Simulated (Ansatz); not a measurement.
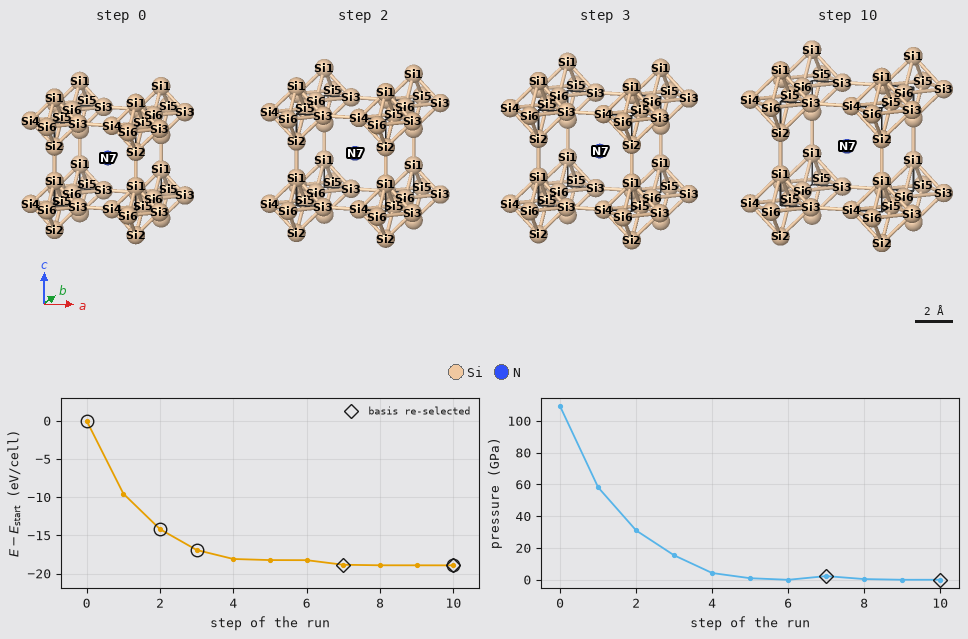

Frames of a relaxation of a crystal of Si₆N (a generated structure, set up in Pm-3m) (coarse preliminary run), marked on the history of the run. The picture is a ball-and-stick view of the cell of the calculation, seen slightly off an axis.

All numbers below come from DFT PBE, scalar-relativistic, plane waves, PAW in Ansatz. Settings: plane-wave cutoff 420 eV; k-point mesh 4 × 4 × 4; occupations gaussian; smearing width 0.1 eV; collinear spin; cell and atoms relaxed; force threshold 0.04 eV/Å; at most 70 steps.

Q: What happens along the run?

A: The energy falls by 18.922 eV per cell of the calculation in 8 accepted moves (10 points after the start). The largest force component goes from 12 to 0.0065 eV/Å. The pressure goes from 109.15 to 0.01 GPa. At 2 points the geometry stayed and the basis and grid were re-selected for the new cell (energy shift of 0.602 eV per cell of the calculation at most each time). The largest moves relative to the cell, 0.035 Å, are those of Si1, Si2, Si3, Si4, Si5 and Si6. Si1 goes along +c. N stays in place. The volume changes by +93.9 %, with a = b = c 4.682 → 5.838 Å (+24.7 %). Near-neighbour distances that change, for instance: Si1–Si2 2.744 → 3.492 Å, Si1–Si3 1.940 → 2.469 Å, Si1–Si2 (another image) 1.938 → 2.346 Å. The space group stays Pm-3m (No. 221). From step 0 to 2: Si atoms move most (0.04 Å), volume +32.3 %, energy −14.190 eV per cell of the calculation. From step 2 to 3: volume +13.9 %, energy −2.727 eV per cell of the calculation. From step 3 to 10: Si atoms move most (0.02 Å), volume +28.6 %, energy −2.006 eV per cell of the calculation.

| step | E − E(0), meV/atom | largest force component, eV/Å | pressure, GPa | volume, Å³/atom | note |
| --- | --- | --- | --- | --- | --- |
| 0 | 0.00 | 11.9340 | 109.15 | 14.663 |  |
| 1 | -1362.51 | 2.8679 | 58.17 | 16.912 |  |
| 2 | -2027.13 | 1.8276 | 31.03 | 19.397 |  |
| 3 | -2416.67 | 0.2424 | 15.38 | 22.099 |  |
| 4 | -2584.27 | 0.5942 | 4.24 | 25.118 |  |
| 5 | -2604.70 | 0.2495 | 0.98 | 26.373 |  |
| 6 | -2606.28 | 0.0024 | -0.02 | 26.798 |  |
| 7 | -2692.33 | 0.0014 | 2.32 | 26.798 | same geometry, new basis |
| 8 | -2701.98 | 0.0508 | 0.44 | 28.024 |  |
| 9 | -2702.36 | 0.0063 | 0.00 | 28.424 |  |
| 10 | -2703.20 | 0.0065 | 0.01 | 28.424 | same geometry, new basis |
